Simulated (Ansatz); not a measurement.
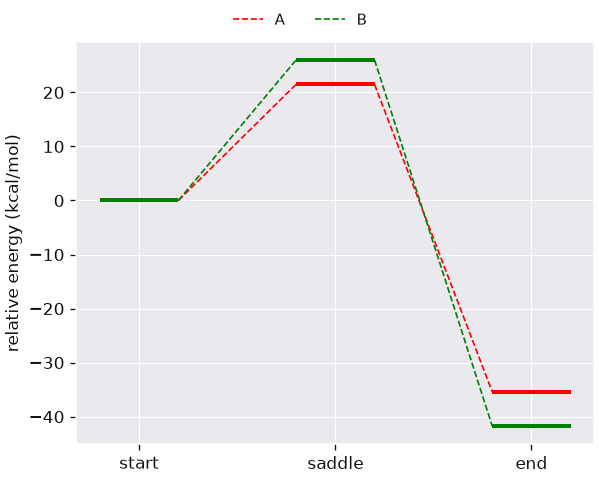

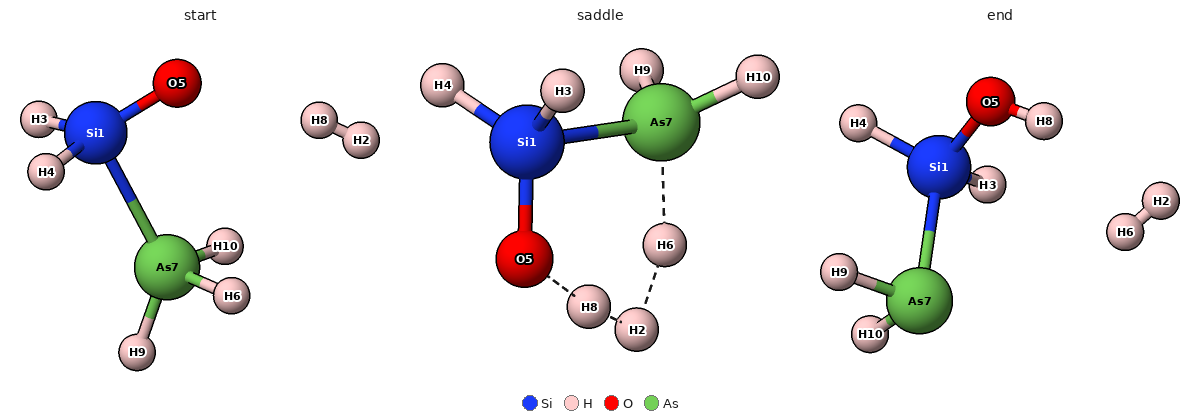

One elementary step of SiAsH₇O: start, first-order saddle point (changing pairs dashed) and end. Electronic energies at PBE0-D4/def2-TZVP geometries, energies in def2-TZVPP, the Ansatz code; cores frozen in correlated methods, no zero-point terms. Start and end are the structures at the ends of the path (complexes, where there are several molecules). On heavy atoms the filled d shell below the valence is correlated. The limit is the MP2 basis limit plus CCSD(T) less MP2 in triple zeta. Lines between the levels only guide the eye.

Which bonds change in the step?

Answer. H2–H6 (3.24 → 1.23 → 0.75 Å) and O5–H8 (2.36 → 1.35 → 0.96 Å) form; H2–H8 (0.75 → 0.93 → 2.31 Å) and H6–As7 (1.50 → 1.65 → 3.55 Å) break (lengths at start, saddle and end; changes of bond order aren't listed). The imaginary mode at the saddle is 1537.3i cm⁻¹ (PBE0-D4).

The profiles are BLYP-D4 and CCSD(T) at the basis limit. Which is which?

Answer. A: BLYP-D4 (barrier 21.5, step −35.4 kcal/mol); B: CCSD(T) at the basis limit (barrier 26.0, step −41.7 kcal/mol).

Limits of at least one run: no scalar relativity up to krypton.
